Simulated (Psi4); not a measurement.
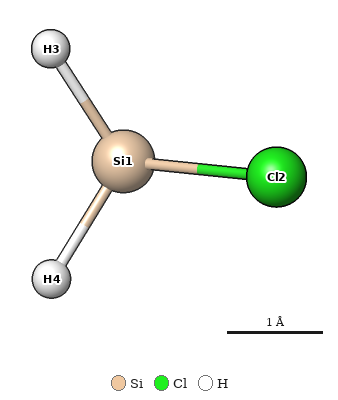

The input geometry (ball-and-stick view, seen at a tilt; atoms are numbered from 1 in the order of the input). Bond lengths as drawn: Cl–Si 2.02 Å and H–Si 1.45 Å.

**SiH₂Cl: molecular dynamics (part 1 of 2)**

SiH₂Cl, multiplicity 2, SMILES [SiH2]Cl, computed with BLYP/6-31G**, UKS (Psi4 1.11).

The geometry comes from this level: GFN2-xTB.

### Input file (clh2si_ase.py)
```python
import numpy as np
from ase.calculators.psi4 import Psi4
from ase import Atoms
from ase import units
from ase.md.velocitydistribution import MaxwellBoltzmannDistribution, Stationary
from ase.md.verlet import VelocityVerlet

atoms = Atoms(['Si', 'Cl', 'H', 'H'], positions=[
    [-0.283580, 0.237700, 0.131590],
    [1.597690, -0.059610, 0.811090],
    [-1.065000, -0.978280, 0.263310],
    [-0.249110, 0.800200, -1.205980],
])
calc = Psi4(atoms=atoms, method='blyp', basis='6-31G**', memory='1600MB', num_threads=1, charge=0, multiplicity=2, label='calc', reference='uks')
atoms.calc = calc

MaxwellBoltzmannDistribution(atoms, temperature_K=300.0, rng=np.random.default_rng(965))
Stationary(atoms)
dyn = VelocityVerlet(atoms, 0.5 * units.fs)
def show():
    ep, ek = atoms.get_potential_energy(), atoms.get_kinetic_energy()
    print(f'step {dyn.nsteps:3d}  Epot {ep:14.6f}  Ekin {ek:9.6f}  Etot {ep + ek:14.6f} eV  T {atoms.get_temperature():7.1f} K')
dyn.attach(show)
dyn.run(40)
```

Run on 1 thread of Intel Xeon @ 3.00GHz (Skylake/Cascade Lake), 12 GiB of memory available, shared host.

Launch command:
```bash
python clh2si_ase.py
```

### Log
```
gradient() will perform analytic gradient computation.

   => Loading Basis Set <=

    Name: 6-31G**
    Role: ORBITAL
    Keyword: BASIS

         ---------------------------------------------------------
                                   SCF
                              UKS Reference
                        1 Threads,   1525 MiB Core
         ---------------------------------------------------------

  ==> Geometry <==

    Molecular point group: c1
    Full point group: C1

    Geometry (in Angstrom), charge = 0, multiplicity = 2:

       Center              X                  Y                   Z               Mass
    ------------   -----------------  -----------------  -----------------  -----------------
         SI          -1.044122087636     0.192868575706    -0.331099548243    27.976926534650
         CL           0.908906274228    -0.135897944948     0.327758649171    34.968852682000
         H           -1.638823146596    -1.201573047410    -0.413663041426     1.007825032230
         H           -0.913289158599     0.562895959503    -1.767465736864     1.007825032230

  Running in c1 symmetry.

  Rotational constants: A =      4.08190  B =      0.22848  C =      0.22426 [cm^-1]
  Rotational constants: A = 122372.21160  B =   6849.65348  C =   6723.09907 [MHz]
  Nuclear repulsion =   76.709793691604062

  Charge       = 0
  Multiplicity = 2
  Electrons    = 33
  Nalpha       = 17
  Nbeta        = 16

  ==> Algorithm <==

  SCF Algorithm Type is DF.
  DIIS enabled.
  MOM disabled.
  Fractional occupation disabled.
  Guess Type is SAD.
  Energy threshold   = 1.00e-08
  Density threshold  = 1.00e-08
  Integral threshold = 1.00e-12

  ==> Primary Basis <==

  Basis Set: 6-31G**
    Blend: 6-31G**
    Number of shells: 22
    Number of basis functions: 48
    Number of Cartesian functions: 48
    Spherical Harmonics?: false
    Max angular momentum: 2

  ==> DFT Potential <==

   => LibXC <=

    Version 7.1.2

   => Composite Functional: BLYP <=

    BLYP GGA Exchange-Correlation Functional

    Deriv               =              1
    GGA                 =           TRUE
    Meta                =          FALSE

    Exchange Hybrid     =          FALSE
    MP2 Hybrid          =          FALSE

   => Exchange Functionals <=

    1.0000     XC_GGA_X_B88

   => Correlation Functionals <=

    1.0000     XC_GGA_C_LYP

   => LibXC Density Thresholds  <==

    XC_GGA_C_LYP:  1.00E-14
    XC_GGA_X_B88:  1.00E-15

   => Molecular Quadrature <=

    Radial Scheme          =       TREUTLER
    Pruning Scheme         =           NONE
    Nuclear Scheme         =       TREUTLER

    Blocking Scheme        =         OCTREE
    BS radius alpha        =              1
    Pruning alpha          =              1
    Radial Points          =             75
    Spherical Points       =            302
    Total Points           =          86348
    Total Blocks           =            708
    Max Points             =            256
    Max Functions          =             48
    Weights Tolerance      =       1.00E-15

   => Loading Basis Set <=

    Name: (6-31G** AUX)
    Role: JKFIT
    Keyword: DF_BASIS_SCF

  ==> Integral Setup <==

  DFHelper Memory: AOs need 0.007 GiB; user supplied 1.016 GiB.
  SCF_SUBTYPE=INCORE selected. In-core MEM_DF algorithm will be used.
  Using in-core AOs.

  ==> MemDFJK: Density-Fitted J/K Matrices <==

    J tasked:                   Yes
    K tasked:                    No
    wK tasked:                   No
    Memory [MiB]:              1040
    Algorithm:                 Core
    Schwarz Cutoff:           1E-12
    Mask sparsity (%):       0.9549
    Fitting Condition:        1E-10

   => Auxiliary Basis Set <=

  Basis Set: (6-31G** AUX)
    Blend: CC-PVDZ-JKFIT
    Number of shells: 90
    Number of basis functions: 310
    Number of Cartesian functions: 310
    Spherical Harmonics?: false
    Max angular momentum: 3

  Cached 100.0% of DFT collocation blocks in 0.101 [GiB].

  Minimum eigenvalue in the overlap matrix is 9.2080728432E-03.
  Reciprocal condition number of the overlap matrix is 1.8508374350E-03.
    Using symmetric orthogonalization.

  ==> Pre-Iterations <==

  SCF Guess: Superposition of Atomic Densities via on-the-fly atomic UHF (no occupation information).

   -------------------------
    Irrep   Nso     Nmo
   -------------------------
     A         48      48
   -------------------------
    Total      48      48
   -------------------------

  ==> Iterations <==

                           Total Energy        Delta E     RMS |[F,P]|

   @DF-UKS iter SAD:  -750.60432257165121   -7.50604e+02   0.00000e+00
   @DF-UKS iter   1:  -750.78129358063086   -1.76971e-01   5.53765e-03 ADIIS/DIIS
   @DF-UKS iter   2:  -750.79718455994691   -1.58910e-02   4.96136e-03 ADIIS/DIIS
   @DF-UKS iter   3:  -750.83052168234497   -3.33371e-02   9.75439e-04 ADIIS/DIIS
   @DF-UKS iter   4:  -750.83200036888786   -1.47869e-03   3.35187e-04 ADIIS/DIIS
   @DF-UKS iter   5:  -750.83217806642176   -1.77698e-04   6.05972e-05 DIIS
   @DF-UKS iter   6:  -750.83218372520582   -5.65878e-06   1.36645e-05 DIIS
   @DF-UKS iter   7:  -750.83218409057361   -3.65368e-07   3.72650e-06 DIIS
   @DF-UKS iter   8:  -750.83218411305029   -2.24767e-08   4.87987e-07 DIIS
   @DF-UKS iter   9:  -750.83218411348787   -4.37581e-10   6.62800e-08 DIIS
   @DF-UKS iter  10:  -750.83218411349776   -9.89075e-12   2.20053e-08 DIIS
   @DF-UKS iter  11:  -750.83218411349901   -1.25056e-12   8.39319e-09 DIIS
  Energy and wave function converged.

  ==> Post-Iterations <==

   Electrons on quadrature grid:
      Nalpha   =   17.0000005965 ; deviation = 5.965e-07
      Nbeta    =   15.9999998393 ; deviation = -1.607e-07
      Ntotal   =   33.0000004358 ; deviation = 4.358e-07

   @Spin Contamination Metric:   1.003079901E-03
   @S^2 Expected:                7.500000000E-01
   @S^2 Observed:                7.510030799E-01
   @S   Expected:                5.000000000E-01
   @S   Observed:                5.000000000E-01

    Orbital Energies [Eh]
    ---------------------

    Alpha Occupied:

       1A   -100.748910     2A    -65.534402     3A     -9.177698
       4A     -7.008417     5A     -7.002363     6A     -7.000689
       7A     -5.102697     8A     -3.524175     9A     -3.521773
      10A     -3.519098    11A     -0.749437    12A     -0.483092
      13A     -0.348937    14A     -0.334710    15A     -0.300851
      16A     -0.270376    17A     -0.206024

    Alpha Virtual:

      18A     -0.037025    19A      0.015455    20A      0.071500
      21A      0.152347    22A      0.187361    23A      0.188878
      24A      0.197987    25A      0.358512    26A      0.410663
      27A      0.416435    28A      0.496166    29A      0.499332
      30A      0.507677    31A      0.563728    32A      0.595414
      33A      0.645286    34A      0.803431    35A      0.807261
      36A      0.865840    37A      0.873692    38A      0.937806
      39A      1.038011    40A      1.197113    41A      1.938140
      42A      2.004047    43A      2.057426    44A      2.109151
      45A      2.442364    46A      2.643319    47A      2.918478
      48A      4.153991

    Beta Occupied:

       1A   -100.748098     2A    -65.531843     3A     -9.176959
       4A     -7.007402     5A     -7.000767     6A     -7.000216
       7A     -5.099792     8A     -3.521123     9A     -3.517049
      10A     -3.516317    11A     -0.745232    12A     -0.469913
      13A     -0.342574    14A     -0.327931    15A     -0.290874
      16A     -0.266374

    Beta Virtual:

      17A     -0.156309    18A     -0.024264    19A      0.035401
      20A      0.081419    21A      0.157911    22A      0.192319
      23A      0.195457    24A      0.222710    25A      0.363700
      26A      0.417553    27A      0.426343    28A      0.507507
      29A      0.514750    30A      0.525569    31A      0.592494
      32A      0.619624    33A      0.656626    34A      0.809621
      35A      0.813187    36A      0.875846    37A      0.878119
      38A      0.951096    39A      1.053588    40A      1.205553
      41A      1.951527    42A      2.017732    43A      2.070147
      44A      2.123061    45A      2.455287    46A      2.656510
      47A      2.933341    48A      4.156799

    Final Occupation by Irrep:
              A
    DOCC [    16 ]
    SOCC [     1 ]
    NA   [    17 ]
    NB   [    16 ]

  @DF-UKS Final Energy:  -750.83218411349901

   => Energetics <=

    Nuclear Repulsion Energy =             76.7097936916040624
    One-Electron Energy =               -1190.1818366653756129
    Two-Electron Energy =                 412.4848746034573992
    DFT Exchange-Correlation Energy =     -49.8450157431849021
    Empirical Dispersion Energy =           0.0000000000000000
    VV10 Nonlocal Energy =                  0.0000000000000000
    Total Energy =                       -750.8321841134990109

  UHF NO Occupations:
  HONO-2 :   15  A 1.9999411
  HONO-1 :   16  A 1.9996475
  HONO-0 :   17  A 1.0000000
  LUNO+0 :   18  A 0.0003525
  LUNO+1 :   19  A 0.0000589
  LUNO+2 :   20  A 0.0000561
  LUNO+3 :   21  A 0.0000194

Computation Completed

Properties will be evaluated at   0.000000,   0.000000,   0.000000 [a0]

Properties computed using the SCF density matrix

 Multipole Moments:

 ------------------------------------------------------------------------------------
     Multipole            Electronic (a.u.)      Nuclear  (a.u.)        Total (a.u.)
 ------------------------------------------------------------------------------------

 L = 1.  Multiply by 2.5417464519 to convert [e a0] to [Debye]
 Dipole X            :          2.6841108           -3.2473335           -0.5632227
 Dipole Y            :          0.6182709           -0.4701300            0.1481409
 Dipole Z            :          2.1963314           -2.3520012           -0.1556698
 Magnitude           :                                                    0.6028255

 ------------------------------------------------------------------------------------

	total time  =          3 seconds =       0.05 minutes

         ------------------------------------------------------------
                                   SCF GRAD
         ------------------------------------------------------------

  ==> Geometry <==

    Molecular point group: c1
    Full point group: C1

    Geometry (in Angstrom), charge = 0, multiplicity = 2:

       Center              X                  Y                   Z               Mass
    ------------   -----------------  -----------------  -----------------  -----------------
         SI          -1.044122087636     0.192868575706    -0.331099548243    27.976926534650
         CL           0.908906274228    -0.135897944948     0.327758649171    34.968852682000
         H           -1.638823146596    -1.201573047410    -0.413663041426     1.007825032230
         H           -0.913289158599     0.562895959503    -1.767465736864     1.007825032230

  Nuclear repulsion =   76.709793691604062

  ==> Basis Set <==

  Basis Set: 6-31G**
    Blend: 6-31G**
    Number of shells: 22
    Number of basis functions: 48
    Number of Cartesian functions: 48
    Spherical Harmonics?: false
    Max angular momentum: 2

  ==> DFJKGrad: Density-Fitted SCF Gradients <==

    Gradient:                    1
    J tasked:                  Yes
    K tasked:                   No
    wK tasked:                  No
    Integrals threads:           1
    Memory [MiB]:             1144
    Schwarz Cutoff:          1E-12
    Fitting Condition:       1E-10

   => Auxiliary Basis Set <=

  Basis Set: (6-31G** AUX)
    Blend: CC-PVDZ-JKFIT
    Number of shells: 90
    Number of basis functions: 310
    Number of Cartesian functions: 310
    Spherical Harmonics?: false
    Max angular momentum: 3

  ==> DFT Potential <==

   => LibXC <=

    Version 7.1.2

   => Composite Functional: BLYP <=

    BLYP GGA Exchange-Correlation Functional

    Deriv               =              1
    GGA                 =           TRUE
    Meta                =          FALSE

    Exchange Hybrid     =          FALSE
    MP2 Hybrid          =          FALSE

   => Exchange Functionals <=

    1.0000     XC_GGA_X_B88

   => Correlation Functionals <=

    1.0000     XC_GGA_C_LYP

   => LibXC Density Thresholds  <==

    XC_GGA_C_LYP:  1.00E-14
    XC_GGA_X_B88:  1.00E-15

   => Molecular Quadrature <=

    Radial Scheme          =       TREUTLER
    Pruning Scheme         =           NONE
    Nuclear Scheme         =       TREUTLER

    Blocking Scheme        =         OCTREE
    BS radius alpha        =              1
    Pruning alpha          =              1
    Radial Points          =             75
    Spherical Points       =            302
    Total Points           =          86348
    Total Blocks           =            708
    Max Points             =            256
    Max Functions          =             48
    Weights Tolerance      =       1.00E-15

  -Total Gradient:
     Atom            X                  Y                   Z
    ------   -----------------  -----------------  -----------------
       1        0.002098791015     0.015886090137     0.007685992649
       2       -0.006367926625    -0.002086480557    -0.005077927024
       3        0.003338389187    -0.005051475515    -0.006169267622
       4        0.000919243721    -0.008741548824     0.003564088695

	total time  =          0 seconds =       0.00 minutes
```

### Standard output
```
step   0  Epot  -20431.148231  Ekin  0.202334  Etot  -20430.945897 eV  T   391.3 K
step   1  Epot  -20431.141146  Ekin  0.195275  Etot  -20430.945871 eV  T   377.7 K
step   2  Epot  -20431.135927  Ekin  0.190039  Etot  -20430.945888 eV  T   367.6 K
step   3  Epot  -20431.132365  Ekin  0.186424  Etot  -20430.945941 eV  T   360.6 K
step   4  Epot  -20431.129721  Ekin  0.183703  Etot  -20430.946018 eV  T   355.3 K
step   5  Epot  -20431.126921  Ekin  0.180822  Etot  -20430.946099 eV  T   349.7 K
step   6  Epot  -20431.122827  Ekin  0.176662  Etot  -20430.946164 eV  T   341.7 K
step   7  Epot  -20431.116499  Ekin  0.170298  Etot  -20430.946202 eV  T   329.4 K
step   8  Epot  -20431.107398  Ekin  0.161194  Etot  -20430.946204 eV  T   311.8 K
step   9  Epot  -20431.095475  Ekin  0.149302  Etot  -20430.946172 eV  T   288.8 K
step  10  Epot  -20431.081171  Ekin  0.135058  Etot  -20430.946113 eV  T   261.2 K
step  11  Epot  -20431.065326  Ekin  0.119290  Etot  -20430.946036 eV  T   230.7 K
step  12  Epot  -20431.049041  Ekin  0.103089  Etot  -20430.945952 eV  T   199.4 K
step  13  Epot  -20431.033523  Ekin  0.087653  Etot  -20430.945871 eV  T   169.5 K
step  14  Epot  -20431.019943  Ekin  0.074142  Etot  -20430.945801 eV  T   143.4 K
step  15  Epot  -20431.009311  Ekin  0.063562  Etot  -20430.945748 eV  T   122.9 K
step  16  Epot  -20431.002388  Ekin  0.056671  Etot  -20430.945716 eV  T   109.6 K
step  17  Epot  -20430.999628  Ekin  0.053921  Etot  -20430.945707 eV  T   104.3 K
step  18  Epot  -20431.001146  Ekin  0.055427  Etot  -20430.945719 eV  T   107.2 K
step  19  Epot  -20431.006712  Ekin  0.060959  Etot  -20430.945753 eV  T   117.9 K
step  20  Epot  -20431.015772  Ekin  0.069967  Etot  -20430.945805 eV  T   135.3 K
step  21  Epot  -20431.027489  Ekin  0.081618  Etot  -20430.945871 eV  T   157.9 K
step  22  Epot  -20431.040818  Ekin  0.094874  Etot  -20430.945944 eV  T   183.5 K
step  23  Epot  -20431.054601  Ekin  0.108584  Etot  -20430.946017 eV  T   210.0 K
step  24  Epot  -20431.067689  Ekin  0.121609  Etot  -20430.946081 eV  T   235.2 K
step  25  Epot  -20431.079087  Ekin  0.132962  Etot  -20430.946125 eV  T   257.2 K
step  26  Epot  -20431.088091  Ekin  0.141949  Etot  -20430.946143 eV  T   274.5 K
step  27  Epot  -20431.094417  Ekin  0.148290  Etot  -20430.946127 eV  T   286.8 K
step  28  Epot  -20431.098270  Ekin  0.152191  Etot  -20430.946079 eV  T   294.4 K
step  29  Epot  -20431.100340  Ekin  0.154336  Etot  -20430.946004 eV  T   298.5 K
step  30  Epot  -20431.101702  Ekin  0.155786  Etot  -20430.945916 eV  T   301.3 K
step  31  Epot  -20431.103617  Ekin  0.157785  Etot  -20430.945832 eV  T   305.2 K
step  32  Epot  -20431.107267  Ekin  0.161496  Etot  -20430.945771 eV  T   312.3 K
step  33  Epot  -20431.113487  Ekin  0.167738  Etot  -20430.945748 eV  T   324.4 K
step  34  Epot  -20431.122540  Ekin  0.176768  Etot  -20430.945772 eV  T   341.9 K
step  35  Epot  -20431.134026  Ekin  0.188188  Etot  -20430.945838 eV  T   364.0 K
step  36  Epot  -20431.146936  Ekin  0.201003  Etot  -20430.945933 eV  T   388.8 K
step  37  Epot  -20431.159852  Ekin  0.213813  Etot  -20430.946039 eV  T   413.5 K
step  38  Epot  -20431.171236  Ekin  0.225101  Etot  -20430.946135 eV  T   435.4 K
step  39  Epot  -20431.179730  Ekin  0.233526  Etot  -20430.946204 eV  T   451.7 K
step  40  Epot  -20431.184401  Ekin  0.238163  Etot  -20430.946238 eV  T   460.6 K
```
